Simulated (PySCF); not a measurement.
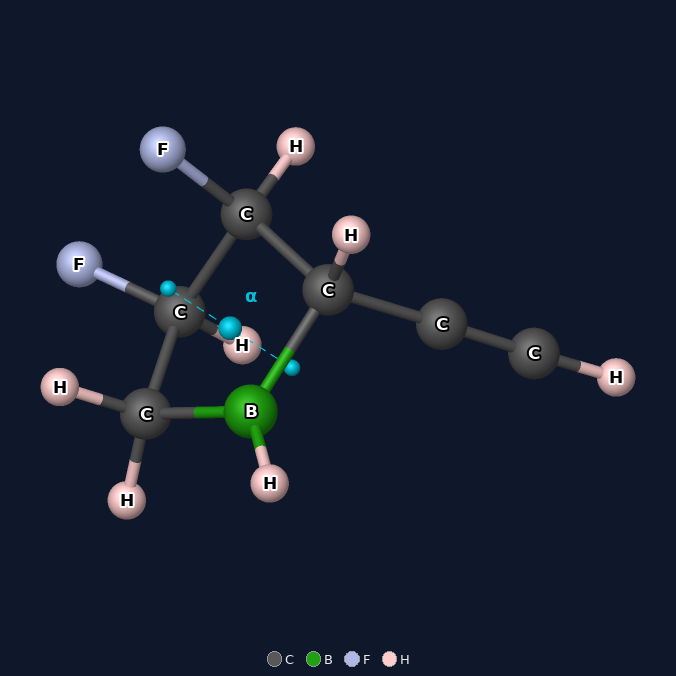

The small points mark where nucleus-independent chemical shifts (NICS) were computed: at the centre of each lettered ring and 1 Å above and below it. The geometry was computed by an optimisation with GFN2-xTB. No frequency run is at hand to confirm it as a minimum. Level of theory: GIAO PBE0/pcSseg-1 NMR shielding, non-relativistic, gas phase (PySCF 2.14.0).

Give NICS(0), NICS(1) and the out-of-plane component NICS(1)zz for each ring (means of the two sides).

```csv
ring,members,NICS(0),NICS(1),NICS(1)zz
α,C4B,0.6,−3.1,−2.0
```

Values in ppm.

**What do the values say about the ring currents?**

Ring α: weak, as in a non-aromatic ring. NICS is one index among several.

The geometry is semi-empirical. Around B such bond lengths and angles can be off by a tenth of an ångström or more and by several degrees, and values that hang on the shape move with them.
